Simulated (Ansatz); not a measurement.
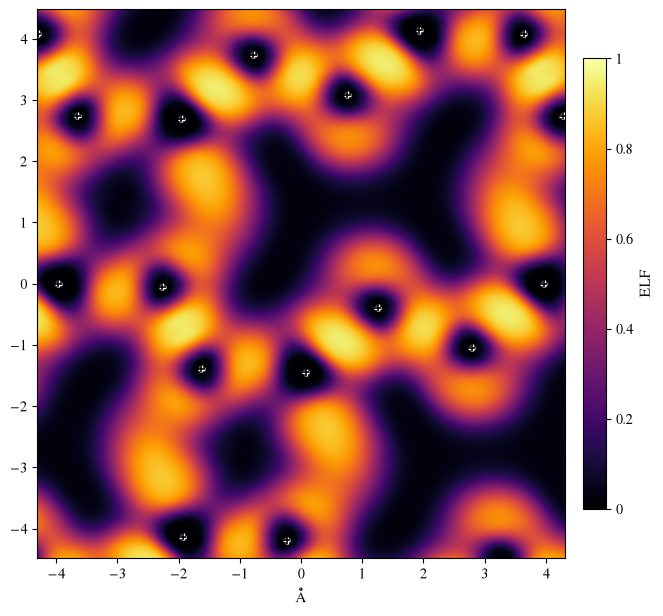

The ELF on a plane through atoms (crosses mark nuclei in the plane).

Theory: DFT PBE, scalar-relativistic, plane waves, PAW (Ansatz 0.2.0).

Candidates:
A. Al7N, a = 2.90 Å, b = 2.90 Å, c = 48.31 Å, α = 90.00°, β = 90.00°, γ = 120.00°. Space group R-3m; a generated structure, not necessarily the stable one.
B. Cd4Se3, a = 5.72 Å, b = 5.72 Å, c = 5.72 Å, α = 90.00°, β = 90.00°, γ = 90.00°. Space group Pm-3m; a generated structure, not necessarily the stable one.
C. B5C2, a = 7.93 Å, b = 5.36 Å, c = 4.61 Å, α = 90.00°, β = 116.16°, γ = 90.00°. Space group C2/m; a generated structure, not necessarily the stable one; changed on purpose from its base cell (volume × 0.91, shape and atoms relaxed); computed pressure about 29 GPa in this cell.

**Which system is this?**

Candidate C: B5C2 on the (010) plane of the conventional cell, which holds B and C. C–C (1.49 Å): the ELF peaks at about 0.95 between the atoms. B–C (1.58 Å): the ELF peaks at about 0.95 between the atoms.
